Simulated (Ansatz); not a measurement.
# AlH4+ (triplet): correlated methods under varied settings at distance Al1–H5 = 2.664 Å

What do other methods and options give for AlH4+ (triplet) at this geometry, and how long do they take?

Computed with Ansatz 0.2.0, Gaussian basis. Level: the settings change from run to run.

21 further runs of the same task are left out: 12 for a known fault of the program, 8 that didn't finish, 1 set aside as unsound or not needed.

### 1 The geometry

The geometry derives from a PBE0/def2-TZVP stationary point (not a proven minimum). One bond is set to the value named and the two fragments are kept rigid.

5 atoms, charge 1, spin multiplicity 3.

Atoms are counted from 1 here; the program's logs count them from 0.

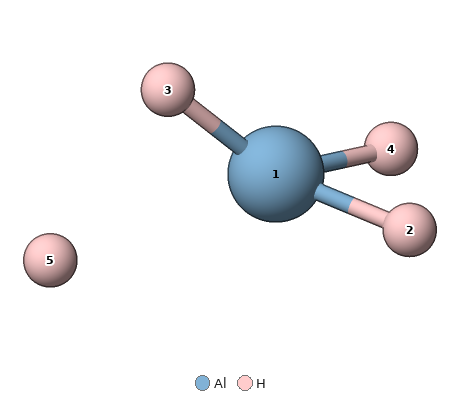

The geometry (aluminium light blue, hydrogen pink); atoms are numbered from 1 in the order of the file.

### 2 MP2 on UHF/cc-pVDZ

File in.yaml:

```yaml
crystal:
  periodic: [false, false, false]
  atoms:
    - {symbol: Al, position_ang: [-0.012388, 0.027497, 0.012163]}
    - {symbol: H, position_ang: [0.608792, 1.437926, 0.638079]}
    - {symbol: H, position_ang: [-0.637342, -1.379919, 0.641097]}
    - {symbol: H, position_ang: [-0.642283, 1.431018, -0.620536]}
    - {symbol: H, position_ang: [1.002448, -2.225102, -0.984230]}
basis:
  gaussian: {orbitals: cc-pVDZ}
total_charge: 1
magnetization: {spin_polarized: true, initial_magnetization: 2}
correlation: {method: mp2, electrons: outside_noble_gas}
output: {forces: true}
```

On the command line:

```console
> ansatz run in.yaml --threads 1 --pin off --events-out ev --progress --plain --max-ram 2393MiB
```

Standard output:

```text
Functional definition: HF
  name "HF"
  cite "Fock, Z. Phys. 61, 126 (1930) doi:10.1007/BF01340294"
  parent pbe
  exchange = exact_x
  correlation = 0
352 factors; integrals over basis functions are off by at most 1.2e-3 eV
mean field evaluation 1: about -6631.9424 eV, gradient 7.5e0 eV
mean field evaluation 2: about -6631.9441 eV, gradient 7.5e0 eV
mean field evaluation 4: about -6632.9859 eV, gradient 8.7e-1 eV
mean field evaluation 8: about -6633.0155 eV, gradient 7.0e-3 eV
mean field -6633.01551275 eV, -243.7588240742 hartree, gradient 5.2e-6 eV, S^2 2.031616; 0 other end points of the search recorded, 0 dependent functions left out
5 core orbitals not correlated: weight in the atoms' cores, before any rotation towards them, 1.000 or more for the frozen orbitals, at most 0.000 for the correlated occupied ones
reference -6633.01551275 eV, -243.7588240742 hartree; 4, 2 occupied and 29, 31 virtual orbitals, 352 factors
second order -1.60187468 eV of doubles, -0.00000000 eV of singles
the calculation of the forces begins
Total energy: -6634.61738743 eV, -243.8176918829 hartree
Atom 0 at    -0.012388     0.027497     0.012163 Å, force    -1.176911    -1.464408     1.177898 eV/Å
Atom 1 at     0.608792     1.437926     0.638079 Å, force     0.207900     0.114570    -0.191453 eV/Å
Atom 2 at    -0.637342    -1.379919     0.641097 Å, force     0.676824     1.139190    -0.679022 eV/Å
Atom 3 at    -0.642283     1.431018    -0.620536 Å, force     0.192071     0.114483    -0.207378 eV/Å
Atom 4 at     1.002448    -2.225102    -0.984230 Å, force     0.100117     0.096165    -0.100045 eV/Å
Dipole moment:     0.179019     0.116212    -0.178584 e Å
```

It took 0.33 s on 1 thread of Arm Neoverse V1, shared host.

From the report: ⟨S²⟩ of the determinant 2.032 (pure triplet: 2.00).

### 3 CASSCF(6,4)/cc-pVDZ

Changes to in.yaml since step 2:

```diff
@@ -11,4 +11,4 @@
 total_charge: 1
-magnetization: {spin_polarized: true, initial_magnetization: 2}
-correlation: {method: mp2, electrons: outside_noble_gas}
+magnetization: {spin_polarized: false, initial_magnetization: 2}
+correlation: {active_space: {window: {electrons: 6, orbitals: 4}, states: [{multiplicity: 3, weights: [0.5, 0.5, 0.5]}]}}
 output: {forces: true}
```

The command is unchanged.

Standard output, shortened:

```text
Functional definition: HF
  name "HF"
  cite "Fock, Z. Phys. 61, 126 (1930) doi:10.1007/BF01340294"
  parent pbe
[...]
708 factors; integrals over basis functions are off by at most 2.4e-7 eV
[...]
mean field -6632.80381663 eV, -243.7510443853 hartree, gradient 1.4e-6 eV, S^2 2.000000; 2 other end points of the search recorded, 0 dependent functions left out
reference -6632.80381663 eV, -243.7510443853 hartree; 9, 7 occupied and 29, 31 virtual orbitals, 708 factors
state -6632.53735997 eV, -243.7412522835 hartree
state -6628.79682691 eV, -243.6037902292 hartree
state -6625.96396522 eV, -243.4996844823 hartree
[...]
Total energy: -6629.09938403 eV, -243.6149089983 hartree
Atom 0 at    -0.012388     0.027497     0.012163 Å, force    -0.521389     1.378332     0.510700 eV/Å
Atom 1 at     0.608792     1.437926     0.638079 Å, force     1.597035    -0.830269     1.326472 eV/Å
Atom 2 at    -0.637342    -1.379919     0.641097 Å, force     0.094554     0.220991    -0.095201 eV/Å
Atom 3 at    -0.642283     1.431018    -0.620536 Å, force    -1.312251    -0.846333    -1.600348 eV/Å
Atom 4 at     1.002448    -2.225102    -0.984230 Å, force     0.142051     0.077280    -0.141624 eV/Å
Dipole moment:     0.106534    -0.300307    -0.104248 e Å
```

Wall time 0.72 s (1 thread of Arm Neoverse V1, shared host).

From the report: 16 determinants; active occupations (of the averaged states) 1.67, 1.67, 1.67, 1.00.

### 4 CCSDT(Q) on UHF/6-31G

File in.yaml:

```yaml
crystal:
  periodic: [false, false, false]
  atoms:
    - {symbol: Al, position_ang: [-0.012388, 0.027497, 0.012163]}
    - {symbol: H, position_ang: [0.608792, 1.437926, 0.638079]}
    - {symbol: H, position_ang: [-0.637342, -1.379919, 0.641097]}
    - {symbol: H, position_ang: [-0.642283, 1.431018, -0.620536]}
    - {symbol: H, position_ang: [1.002448, -2.225102, -0.984230]}
basis:
  gaussian: {orbitals: 6-31G}
total_charge: 1
magnetization: {spin_polarized: true, initial_magnetization: 2}
correlation: {method: ccsdt_q, electrons: outside_noble_gas}
accuracy: high
scf: {lower_state_search: off}
```

Same command.

Standard output, shortened:

```text
Functional definition: HF
  name "HF"
  cite "Fock, Z. Phys. 61, 126 (1930) doi:10.1007/BF01340294"
  parent pbe
[...]
476 factors; integrals over basis functions are off by at most 3.4e-9 eV
[...]
mean field -6631.74329947 eV, -243.7120710986 hartree, gradient 1.1e-8 eV, S^2 2.040261; 0 other end points of the search recorded, 0 dependent functions left out
5 core orbitals not correlated: weight in the atoms' cores, before any rotation towards them, 1.000 or more for the frozen orbitals, at most 0.000 for the correlated occupied ones
reference -6631.74329947 eV, -243.7120710986 hartree; 4, 2 occupied and 12, 14 virtual orbitals, 476 factors
second order -0.93421001 eV of doubles, -0.00000000 eV of singles
cycle   1  -1.22918602 eV  change   -2.9e-1 eV  update   5.8e-2
[...]
cycle  29  -1.52140839 eV  change  -1.5e-10 eV  update  4.0e-10
perturbative correction -0.00069486 eV, -0.0000255356 hartree
Total energy: -6633.26540272 eV, -243.7680073612 hartree
Checks for a lower state left out: stability, starts, cluster_reference, orbital_swaps, neighbouring_geometries, increment
```

Wall time 1.8 s (1 thread of Arm Neoverse V1, shared host).

From the report: ⟨S²⟩ of the determinant 2.040 (pure triplet: 2.00); correlation -1.5221 eV; T1 0.022; largest double amplitude 0.06.

### 5 BCCD(T) on UHF/6-31G*

Changes to in.yaml since step 4:

```diff
@@ -9,7 +9,5 @@
 basis:
-  gaussian: {orbitals: 6-31G}
+  gaussian: {orbitals: "6-31G*"}
 total_charge: 1
 magnetization: {spin_polarized: true, initial_magnetization: 2}
-correlation: {method: ccsdt_q, electrons: outside_noble_gas}
-accuracy: high
-scf: {lower_state_search: off}
+correlation: {method: bccd_t, electrons: outside_noble_gas}
```

The command is unchanged.

Standard output, shortened:

```text
Functional definition: HF
  name "HF"
  cite "Fock, Z. Phys. 61, 126 (1930) doi:10.1007/BF01340294"
  parent pbe
[...]
294 factors; integrals over basis functions are off by at most 5.9e-4 eV
[...]
mean field -6632.47723838 eV, -243.7390428561 hartree, gradient 7.3e-6 eV, S^2 2.030199; 1 other end points of the search recorded, 0 dependent functions left out
determinant -6632.47723838 eV, -243.7390428561 hartree, with singles and doubles -6634.19224643 eV, -243.8020682393 hartree
determinant -6629.09397161 eV, -243.6147100952 hartree, with singles and doubles -6631.17634275 eV, -243.6912358235 hartree
5 core orbitals not correlated: weight in the atoms' cores, before any rotation towards them, 1.000 or more for the frozen orbitals, at most 0.000 for the correlated occupied ones
reference -6632.47723838 eV, -243.7390428561 hartree; 4, 2 occupied and 18, 20 virtual orbitals, 294 factors
second order -1.17399209 eV of doubles, -0.00000000 eV of singles
cycle   1  -1.71151371 eV  change   -3.5e-2 eV  update   1.4e-2
[...]
cycle  11  -1.71860253 eV  change   -9.7e-7 eV  update   5.6e-6
perturbative correction -0.03294630 eV, -0.0012107541 hartree
Total energy: -6634.22878721 eV, -243.8034110881 hartree
```

Wall time 0.6 s (1 thread of Arm Neoverse V1, shared host).

From the report: ⟨S²⟩ of the determinant 2.030 (pure triplet: 2.00); correlation -1.7515 eV; largest double amplitude 0.05.

### 6 CCSD on ROHF/cc-pVDZ

Changes to in.yaml since step 5:

```diff
@@ -9,5 +9,7 @@
 basis:
-  gaussian: {orbitals: "6-31G*"}
+  gaussian: {orbitals: cc-pVDZ}
 total_charge: 1
-magnetization: {spin_polarized: true, initial_magnetization: 2}
-correlation: {method: bccd_t, electrons: outside_noble_gas}
+magnetization: {spin_polarized: false, initial_magnetization: 2}
+correlation: {method: ccsd, electrons: outside_noble_gas}
+scf: {omitted_lower_state_checks: [cluster_reference]}
+output: {forces: true}
```

The command is unchanged.

Standard output, shortened:

```text
Functional definition: HF
  name "HF"
  cite "Fock, Z. Phys. 61, 126 (1930) doi:10.1007/BF01340294"
  parent pbe
[...]
352 factors; integrals over basis functions are off by at most 1.2e-3 eV
[...]
mean field -6632.80377654 eV, -243.7510429121 hartree, gradient 1.3e-6 eV, S^2 2.000000; 2 other end points of the search recorded, 0 dependent functions left out
5 core orbitals not correlated: weight in the atoms' cores, before any rotation towards them, 1.000 or more for the frozen orbitals, at most 0.000 for the correlated occupied ones
reference -6632.80377654 eV, -243.7510429121 hartree; 4, 2 occupied and 29, 31 virtual orbitals, 352 factors
second order -1.70900858 eV of doubles, -0.11251608 eV of singles
cycle   1  -2.23397968 eV  change   -4.1e-1 eV  update   5.6e-2
[...]
cycle  14  -2.43966746 eV  change   -1.5e-6 eV  update   7.3e-7
[...]
Total energy: -6635.24344401 eV, -243.8406990377 hartree
Atom 0 at    -0.012388     0.027497     0.012163 Å, force    -1.062954    -1.463783     1.064620 eV/Å
Atom 1 at     0.608792     1.437926     0.638079 Å, force     0.256760     0.163857    -0.119861 eV/Å
Atom 2 at    -0.637342    -1.379919     0.641097 Å, force     0.609310     1.006876    -0.611186 eV/Å
Atom 3 at    -0.642283     1.431018    -0.620536 Å, force     0.120505     0.163104    -0.256938 eV/Å
Atom 4 at     1.002448    -2.225102    -0.984230 Å, force     0.076379     0.129946    -0.076634 eV/Å
Dipole moment:     0.163882     0.116386    -0.163539 e Å
Checks for a lower state left out: cluster_reference
```

Wall time 1.1 s (1 thread of Arm Neoverse V1, shared host).

From the report: correlation -2.4397 eV; T1 0.026; largest double amplitude 0.04.

### 7 MRCISD+Q(relaxed)(4,6)/cc-pVDZ

Changes to in.yaml since step 6:

```diff
@@ -12,4 +12,2 @@
 magnetization: {spin_polarized: false, initial_magnetization: 2}
-correlation: {method: ccsd, electrons: outside_noble_gas}
-scf: {omitted_lower_state_checks: [cluster_reference]}
-output: {forces: true}
+correlation: {method: fic_mrcisd_q_relaxed, electrons: outside_noble_gas, active_space: {window: {electrons: 4, orbitals: 6}}}
```

Launched as before.

Standard output, shortened:

```text
Functional definition: HF
  name "HF"
  cite "Fock, Z. Phys. 61, 126 (1930) doi:10.1007/BF01340294"
  parent pbe
[...]
352 factors; integrals over basis functions are off by at most 1.2e-3 eV
[...]
mean field -6632.80377654 eV, -243.7510429121 hartree, gradient 1.3e-6 eV, S^2 2.000000; 2 other end points of the search recorded, 0 dependent functions left out
reference -6632.80377654 eV, -243.7510429121 hartree; 9, 7 occupied and 29, 31 virtual orbitals, 352 factors
state -6633.73988780 eV, -243.7854443663 hartree
contracted CI cycle   1: correlation 0.00000000 eV, 0.0000000000 hartree, residual 8.55e0 eV
contracted CI cycle   2: correlation -1.40851305 eV, -0.0517618998 hartree, residual 1.99e0 eV
contracted CI cycle   3: correlation -1.49028534 eV, -0.0547669762 hartree, residual 8.06e-1 eV
contracted CI cycle   4: correlation -1.50613298 eV, -0.0553493662 hartree, residual 4.27e-1 eV
[...]
contracted CI cycle   8: correlation -1.67764616 eV, -0.0616523591 hartree, residual 1.65e-2 eV
contracted CI cycle   9: correlation -1.67765305 eV, -0.0616526124 hartree, residual 9.27e-3 eV
contracted CI cycle  10: correlation -1.67765506 eV, -0.0616526863 hartree, residual 4.11e-3 eV
contracted CI cycle  11: correlation -1.67765544 eV, -0.0616527002 hartree, residual 1.84e-3 eV
contracted CI cycle  12: correlation -1.67765551 eV, -0.0616527027 hartree, residual 7.33e-4 eV
state -6633.56638674 eV, -243.7790683200 hartree; corrected -6635.32868004 eV, -243.8438314042 hartree
state -6633.56638674 eV, -243.7790683200 hartree; corrected -6635.32868004 eV, -243.8438314042 hartree
the orbitals are reached from a further start. From the first start the search ends at -6633.73988648 eV, -243.7854443178 hartree
WARN: the results are in doubt because another end's mean lies 0.174 eV lower, and its corrected mean 0.007 eV higher
Total energy: -6635.32868004 eV, -243.8438314042 hartree
In doubt: another end's mean lies 0.174 eV lower, and its corrected mean 0.007 eV higher
```

It took 2.1 s on 1 thread of Arm Neoverse V1, shared host.

From the report: 112 determinants; active occupations 1.95, 1.00, 1.00, 0.03, 0.01, 0.01. Mind the lines of doubt at the end of the log.

### 8 NEVPT2(2,4)/cc-pVDZ

Changes to in.yaml since step 7:

```diff
@@ -12,2 +12,2 @@
 magnetization: {spin_polarized: false, initial_magnetization: 2}
-correlation: {method: fic_mrcisd_q_relaxed, electrons: outside_noble_gas, active_space: {window: {electrons: 4, orbitals: 6}}}
+correlation: {method: sc_nevpt2, electrons: all, active_space: {window: {electrons: 2, orbitals: 4}}}
```

The command is unchanged.

Standard output:

```text
Functional definition: HF
  name "HF"
  cite "Fock, Z. Phys. 61, 126 (1930) doi:10.1007/BF01340294"
  parent pbe
  exchange = exact_x
  correlation = 0
352 factors; integrals over basis functions are off by at most 1.2e-3 eV
mean field evaluation 1: about -6631.7165 eV, gradient 8.2e0 eV
mean field evaluation 2: about -6631.7182 eV, gradient 8.2e0 eV
mean field evaluation 4: about -6632.7996 eV, gradient 6.8e-1 eV
mean field evaluation 8: about -6632.8038 eV, gradient 4.8e-4 eV
mean field evaluation 16: about -6632.4801 eV, gradient 2.9e0 eV
mean field -6632.80377654 eV, -243.7510429121 hartree, gradient 1.3e-6 eV, S^2 2.000000; 2 other end points of the search recorded, 0 dependent functions left out
reference -6632.80377654 eV, -243.7510429121 hartree; 9, 7 occupied and 29, 31 virtual orbitals, 352 factors
state -6632.80540948 eV, -243.7511029215 hartree
state -6632.80540948 eV, -243.7511029215 hartree; corrected -6634.77058910 eV, -243.8233219405 hartree
WARN: 2 active orbitals are nearly empty or full. The corrections depend on them more than the energy does, and are more stable in an active space without them
Total energy: -6634.77058910 eV, -243.8233219405 hartree
```

Wall time 1.1 s (1 thread of Arm Neoverse V1, shared host).

From the report: 8 determinants; active occupations 1.00, 1.00, 0.00, 0.00. The report marks this result as in doubt.

### 9 CCSDT(Q) on ROHF/cc-pVDZ

Changes to in.yaml since step 8:

```diff
@@ -12,2 +12,3 @@
 magnetization: {spin_polarized: false, initial_magnetization: 2}
-correlation: {method: sc_nevpt2, electrons: all, active_space: {window: {electrons: 2, orbitals: 4}}}
+correlation: {method: ccsdt_q, electrons: outside_noble_gas}
+scf: {lower_state_search: light}
```

The command is unchanged.

Standard output, shortened:

```text
Functional definition: HF
  name "HF"
  cite "Fock, Z. Phys. 61, 126 (1930) doi:10.1007/BF01340294"
  parent pbe
[...]
708 factors; integrals over basis functions are off by at most 2.4e-7 eV
[...]
mean field -6632.80381663 eV, -243.7510443853 hartree, gradient 1.4e-6 eV, S^2 2.000000; 3 other end points of the search recorded, 0 dependent functions left out
[...]
determinant -6632.80381663 eV, -243.7510443853 hartree, with singles and doubles -6635.26959514 eV, -243.8416600741 hartree
determinant -6629.44312599 eV, -243.6275412822 hartree, with singles and doubles -6632.10009557 eV, -243.7251831132 hartree
5 core orbitals not correlated: weight in the atoms' cores, before any rotation towards them, 1.000 or more for the frozen orbitals, at most 0.000 for the correlated occupied ones
reference -6632.80381663 eV, -243.7510443853 hartree; 4, 2 occupied and 29, 31 virtual orbitals, 708 factors
second order -1.70904407 eV of doubles, -0.11251631 eV of singles
cycle   1  -2.23398423 eV  change   -4.1e-1 eV  update   5.8e-2
[...]
cycle  19  -2.49716156 eV  change    2.7e-7 eV  update   3.0e-7
perturbative correction -0.00078493 eV, -0.0000288458 hartree
Total energy: -6635.30176312 eV, -243.8428422256 hartree
```

Wall time 7 s (1 thread of Arm Neoverse V1, shared host).

From the report: correlation -2.4979 eV; T1 0.027; largest double amplitude 0.05.

### 10 CCSDT(Q)/cc-pVDZ

Changes to in.yaml since step 9:

```diff
@@ -12,3 +12,4 @@
 magnetization: {spin_polarized: false, initial_magnetization: 2}
+hamiltonian: {xc: {name: B3LYP}}
 correlation: {method: ccsdt_q, electrons: outside_noble_gas}
-scf: {lower_state_search: light}
+output: {forces: true}
```

Same command.

Standard output, shortened:

```text
Functional definition: B3LYP
  name "B3LYP"
  cite "Stephens, Devlin, Chabalowski & Frisch, J. Phys. Chem. 98, 11623 (1994) doi:10.1021/j100096a001"
  cite "Becke, Phys. Rev. A 38, 3098 (1988) doi:10.1103/PhysRevA.38.3098"
  cite "Lee, Yang & Parr, Phys. Rev. B 37, 785 (1988) doi:10.1103/PhysRevB.37.785"
  cite "Vosko, Wilk & Nusair, Can. J. Phys. 58, 1200 (1980) doi:10.1139/p80-159"
[...]
708 factors; integrals over basis functions are off by at most 2.4e-7 eV
[...]
mean field -6648.53302391 eV, -244.3290820910 hartree, gradient 2.1e-6 eV, S^2 2.000000; 0 other end points of the search recorded, 0 dependent functions left out
5 core orbitals not correlated: weight in the atoms' cores, before any rotation towards them, 1.000 or more for the frozen orbitals, at most 0.000 for the correlated occupied ones
reference -6632.55982676 eV, -243.7420779228 hartree; 4, 2 occupied and 29, 31 virtual orbitals, 708 factors
second order -1.81248654 eV of doubles, -0.24558602 eV of singles
cycle   1  -2.45771046 eV  change   -4.0e-1 eV  update   5.6e-2
[...]
cycle  19  -2.69823161 eV  change    2.6e-7 eV  update   2.6e-7
perturbative correction -0.00087887 eV, -0.0000322978 hartree
[...]
Total energy: -6635.25893723 eV, -243.8412684032 hartree
Atom 0 at    -0.012388     0.027497     0.012163 Å, force    -1.029222    -1.472782     1.031140 eV/Å
Atom 1 at     0.608792     1.437926     0.638079 Å, force     0.265362     0.183622    -0.104086 eV/Å
Atom 2 at    -0.637342    -1.379919     0.641097 Å, force     0.588826     0.968314    -0.590613 eV/Å
Atom 3 at    -0.642283     1.431018    -0.620536 Å, force     0.104673     0.182735    -0.265743 eV/Å
Atom 4 at     1.002448    -2.225102    -0.984230 Å, force     0.070361     0.138110    -0.070698 eV/Å
Dipole moment:     0.159583     0.116813    -0.159268 e Å
```

It took 36 s on 1 thread of Arm Neoverse V1, shared host; peak memory 0.5 GiB.

From the report: correlation -2.6991 eV; T1 0.034; largest double amplitude 0.05. The orbitals are Kohn-Sham ones, so correlation energy and T1 don't compare with those on Hartree-Fock orbitals.

### 11 The runs in one table

Where basis and cores are those of an earlier FCI/cc-pVDZ run (-6635.3020 eV), and the state is the same kind, the miss against it is given. † marks a result that the program doubts.

| level | correlated | functions | energy (eV) | from FCI (meV) | time |
| --- | --- | --- | --- | --- | --- |
| MP2 on UHF/cc-pVDZ | outside noble gas | 38 | -6634.6174 | 684.7 | 0.33 s |
| CASSCF(6,4)/cc-pVDZ (mean of several states) |  | 38 | -6629.0994 |  | 0.72 s |
| CCSDT(Q) on UHF/6-31G | outside noble gas | 21 | -6633.2654 |  | 1.8 s |
| BCCD(T) on UHF/6-31G* | outside noble gas | 27 | -6634.2288 |  | 0.6 s |
| CCSD on ROHF/cc-pVDZ | outside noble gas | 38 | -6635.2434 | 58.6 | 1.1 s |
| MRCISD+Q(relaxed)(4,6)/cc-pVDZ † | outside noble gas | 38 | -6635.3287 | -26.6 | 2.1 s |
| NEVPT2(2,4)/cc-pVDZ † | all | 38 | -6634.7706 |  | 1.1 s |
| CCSDT(Q) on ROHF/cc-pVDZ | outside noble gas | 38 | -6635.3018 | 0.3 | 7 s |
| CCSDT(Q)/cc-pVDZ (on B3LYP orbitals) | outside noble gas | 38 | -6635.2589 | 43.1 | 36 s |

### 12 Outcome

| quantity | value |
| --- | --- |
| runs | 9 |
| quickest | MP2 on UHF/cc-pVDZ, 0.33 s |
| slowest | CCSDT(Q)/cc-pVDZ (on B3LYP orbitals), 36 s |

In words: Total energies in different bases, with other cores or another treatment of relativity can't be set against each other. CCSDT(Q)/cc-pVDZ (on B3LYP orbitals) took 108 times as long as MP2 on UHF/cc-pVDZ; the jobs differ in more than the method. Among the correlated runs with a miss given, it spans -27 to +685 meV. Cores frozen from Kohn-Sham orbitals shift the total energy.
